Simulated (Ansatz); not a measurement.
**FH$_{6}$NSiSn: density, localisation and related maps**

```xyz
10

F     0.0255    1.7486   -3.5083
N     0.3389   -0.8948   -2.8865
Si   -0.2614    0.6824   -2.3073
Sn   -0.0526   -2.4032   -1.0476
H    -1.7294    0.5947   -2.1685
H     0.5486    1.1111   -1.1516
H    -0.1302   -1.2319   -3.7273
H     1.3433   -0.9088   -3.0670
H    -0.8313   -0.9115   -0.3984
H     1.5342   -1.8249   -0.4681
```

Geometry: PBE0-D3(BJ)/def2-SVP; core potentials replace the inner electrons of Sn.

All numbers below come from isolated molecule in a Gaussian basis; Kohn-Sham density functional theory, functional PBE0 (Ansatz).

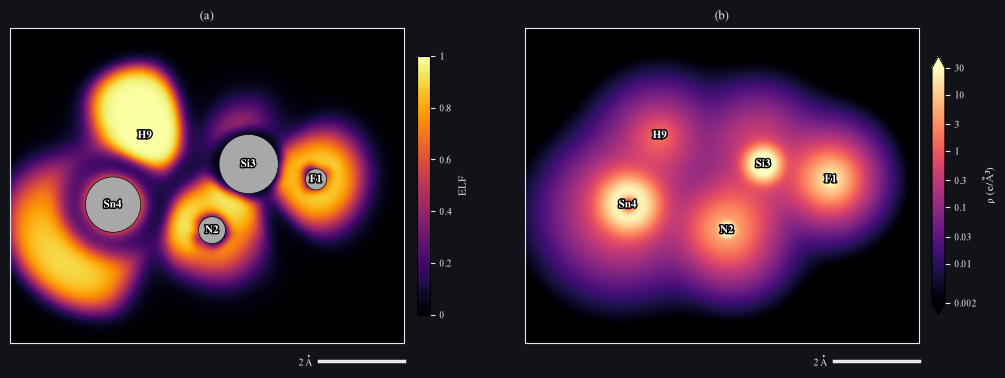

Figure 1. (a) ELF; (b) electron density on the plane of atoms Si3, N2 and Sn4. Grey discs cover the atomic cores in the ELF map.

### What does the map show?

The plane passes through F, N, Si, Sn and H nuclei. Si–F (1.63 Å): the density is about 1.1 e/Å³ at the midpoint; the ELF peaks at about 0.85 in the valence shell of F, 0.6 Å from its nucleus, and is about 0.55 at the midpoint. Si–N (1.78 Å): the density is about 1 e/Å³ at the midpoint; the ELF peaks at about 0.95 between the atoms (a shared but strongly polarised pair). Sn–N (2.41 Å): the density is about 0.34 e/Å³ at the midpoint; the ELF peaks at about 0.90 in the valence shell of N, 0.7 Å from its nucleus, and drops to about 0.10 between the two atoms. Sn–H (1.80 Å): ρ at the midpoint is about 0.91 e/Å³; the ELF climbs to about 1 towards the hydrogen. The ELF also peaks beside F1, away from the bonds: lone-pair regions.

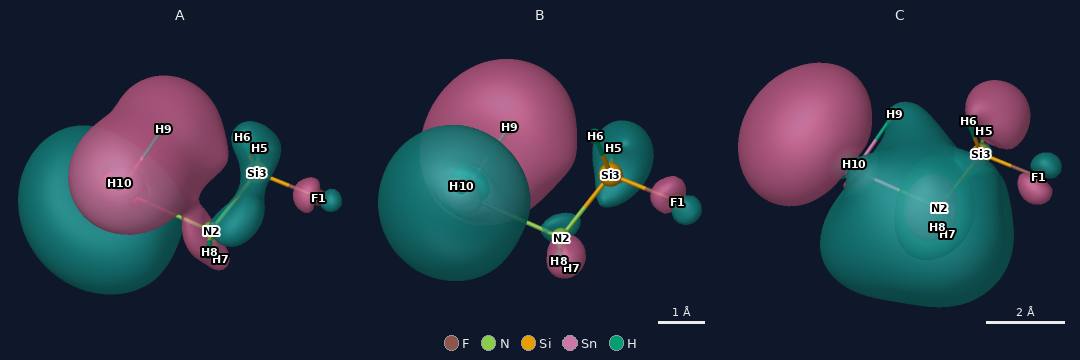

Figure 2. Three frontier orbitals at ±0.05 Å⁻³ᐟ² (teal and pink are the two phases), in no order.

### Which picture is the HOMO−1, the HOMO and the LUMO?

B is the HOMO−1 (−7.81 eV). It lies mainly on Sn4 (about 40 %), H9 (about 30 %) and H10 (about 25 %). A is the HOMO (−6.12 eV). Its weight (Hirshfeld) is mainly on Sn4 (about 70 %), H10 (about 15 %) and H9 (about 10 %). C is the LUMO (−1.25 eV). It lies mainly on Sn4 (about 60 %), N2 (about 10 %), Si3 (about 10 %), H7 (about 10 %) and H8 (about 5 %).

### What is the HOMO–LUMO gap?

4.87 eV between the orbital energies.

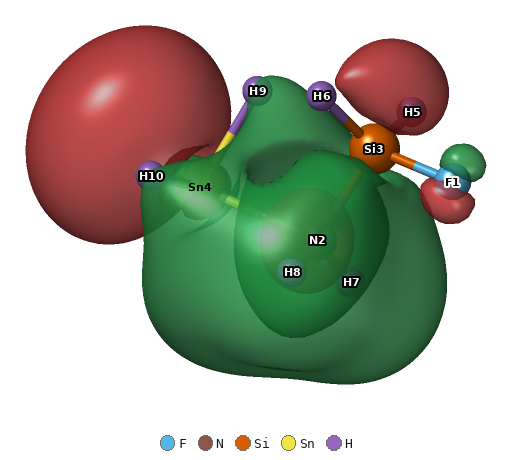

Figure 3. The LUMO at ±0.06 Å⁻³ᐟ² (green and red are the two phases), seen at a tilt.

### Where does this orbital lie, and at what energy?

By Hirshfeld shares it lies mainly on Sn4 (about 60 %), N2 (about 10 %), Si3 (about 10 %), H7 (about 10 %) and H8 (about 5 %). Its energy is −1.25 eV.
